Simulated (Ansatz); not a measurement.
# CH4BFOSi (SMILES O=CB[SiH2]F): BLYP/def2-SVP

Aim: the energy change on altering one bond length of CH4BFOSi at BLYP/def2-SVP, from 2 runs. 

The results are computed with Ansatz 0.2.0.

152 further runs of the same task are left out: 152 set aside as unsound or not needed.

### 1 The structure to begin with

CH4BFOSi: 9 atoms, total charge 0, spin state singlet. SMILES: `O=CB[SiH2]F`. The coordinates come from a PBE0-D4/def2-TZVP relaxation. This is one conformer, not always the lowest.

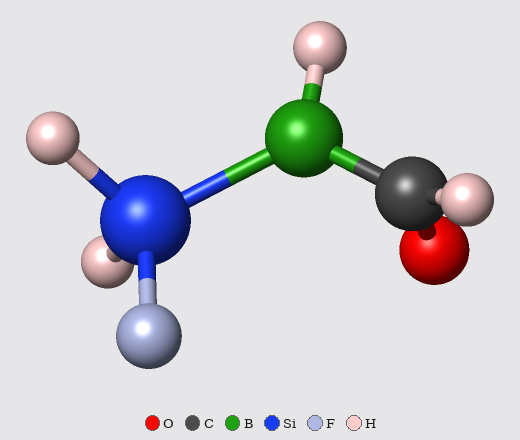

Viewed from a chosen angle; oxygen red, carbon dark grey, boron green, silicon blue, fluorine light blue, hydrogen pink.

### 2 The energy at BLYP/def2-SVP

Contents of job.yaml:

```yaml
crystal:
  periodic: [false, false, false]
  atoms:
    - {symbol: O, position_ang: [-0.789500, 0.780400, 1.703800]}
    - {symbol: C, position_ang: [-0.128300, 1.442100, 0.910400]}
    - {symbol: B, position_ang: [0.628100, 0.188700, 0.495800]}
    - {symbol: Si, position_ang: [-0.077200, -1.007600, -0.945000]}
    - {symbol: F, position_ang: [-1.360800, -0.349200, -1.659700]}
    - {symbol: H, position_ang: [-0.262400, 2.525000, 0.778500]}
    - {symbol: H, position_ang: [1.608700, -0.084900, 1.121700]}
    - {symbol: H, position_ang: [0.964000, -1.202600, -1.991900]}
    - {symbol: H, position_ang: [-0.494200, -2.338100, -0.430900]}
basis:
  gaussian:
    orbitals: def2-SVP
hamiltonian:
  xc: {name: BLYP}
accuracy: high
output: {orbitals: {seedname: orbitals}}
```

Started as:

```bash
ansatz run job.yaml --threads 1 --pin off --max-ram 3480MiB --events-out events.jsonl --progress --plain --runs-dir runs
```

Standard output:

```text
Warning: RAYON_NUM_THREADS=1 ignored (pool sized by the plan → 1); use --threads N
Functional definition: BLYP
  name "BLYP"
  parameter beta = 0.0042
  parameter a = 0.04918
  parameter b = 0.132
  parameter c = 0.2533
  parameter d = 0.349
  exchange = b88_x(beta = beta)
  correlation = lyp_c(a = a, b = b, c = c, d = d)
2118 factors; integrals over basis functions are off by at most 3.7e-9 eV
mean field evaluation 1: about -14405.9444 eV, gradient 4.8e1 eV
mean field evaluation 2: about -14390.1404 eV, gradient 1.0e2 eV
mean field evaluation 4: about -14410.6528 eV, gradient 7.8e0 eV
mean field evaluation 8: about -14410.7617 eV, gradient 2.2e-1 eV
mean field evaluation 16: about -14410.7618 eV, gradient 2.4e-5 eV
mean field -14410.76178288 eV, -529.5857275556 hartree, gradient 1.0e-8 eV, S^2 0.000000; 0 other end points of the search recorded, 0 dependent functions left out
reference -14410.76183945 eV, -529.5857296347 hartree; 23, 23 occupied and 71, 71 virtual orbitals, 2118 factors
Total energy: -14410.76183945 eV, -529.5857296347 hartree
```

It took 6.6 s on 1 thread of Arm Neoverse V2, shared host; peak memory 0.24 GiB.

### 3 The distorted shape at the same level

Contents of input.yaml:

```yaml
basis:
  gaussian:
    orbitals: def2-SVP
crystal:
  periodic: [false, false, false]
  atoms:
    - symbol: O
      position_ang: [-0.596987, 0.681654, 1.810990]
    - symbol: C
      position_ang: [0.064213, 1.343354, 1.017590]
    - symbol: B
      position_ang: [0.820613, 0.089954, 0.602990]
    - symbol: Si
      position_ang: [0.115313, -1.106346, -0.837810]
    - symbol: F
      position_ang: [-1.360800, -0.349200, -1.659700]
    - symbol: H
      position_ang: [-0.069887, 2.426254, 0.885690]
    - symbol: H
      position_ang: [1.801213, -0.183646, 1.228890]
    - symbol: H
      position_ang: [1.156513, -1.301346, -1.884710]
    - symbol: H
      position_ang: [-0.301687, -2.436846, -0.323710]
magnetization:
  spin_polarized: false
  initial_magnetization: 0
hamiltonian:
  xc: {name: BLYP}
accuracy: high
output: {orbitals: {seedname: orbitals}}
```

Started as:

```bash
ansatz run input.yaml --threads 1 --pin off --max-ram 3480MiB --events-out events.jsonl --progress --plain --runs-dir runs
```

Standard output, cut to the lines that bear on the results:

```text
Warning: RAYON_NUM_THREADS=1 ignored (pool sized by the plan → 1); use --threads N
[... 9 set-up lines as earlier in the session ...]
2109 factors; integrals over basis functions are off by at most 8.3e-9 eV
mean field evaluation 1: about -14405.2896 eV, gradient 4.9e1 eV
mean field evaluation 2: about -14381.1959 eV, gradient 1.2e2 eV
mean field evaluation 4: about -14410.0315 eV, gradient 1.4e1 eV
mean field evaluation 8: about -14410.3840 eV, gradient 3.5e-1 eV
mean field evaluation 16: about -14410.3794 eV, gradient 2.9e-5 eV
mean field -14410.37943708 eV, -529.5716766067 hartree, gradient 2.6e-8 eV, S^2 0.000000; 0 other end points of the search recorded, 0 dependent functions left out
reference -14410.37949454 eV, -529.5716787182 hartree; 23, 23 occupied and 71, 71 virtual orbitals, 2109 factors
Total energy: -14410.37949454 eV, -529.5716787182 hartree
```

Run time: 6.6 s. Hardware: 1 thread of Arm Neoverse V2, shared host; peak memory 0.24 GiB.

### 4 Summary of results

Level: BLYP/def2-SVP.

| quantity | value |
| --- | --- |
| first shape: total energy | -529.58573 Eh |
| first shape: HOMO energy | -6.59 eV |
| first shape: LUMO energy | -2.75 eV |
| first shape: HOMO–LUMO gap | 3.84 eV |
| distorted shape: total energy | -529.57168 Eh |
| distorted shape: HOMO energy | -6.75 eV |
| distorted shape: LUMO energy | -2.87 eV |
| distorted shape: HOMO–LUMO gap | 3.88 eV |
| energy change with the Si4–F5 bond stretched from 1.610 to 1.851 Å | 0.382 eV |

What this shows: With the Si4–F5 bond stretched from 1.610 to 1.851 Å the energy rises by 0.38 eV (36.9 kJ/mol). The first shape isn't relaxed at this level, so the change isn't measured from a minimum.
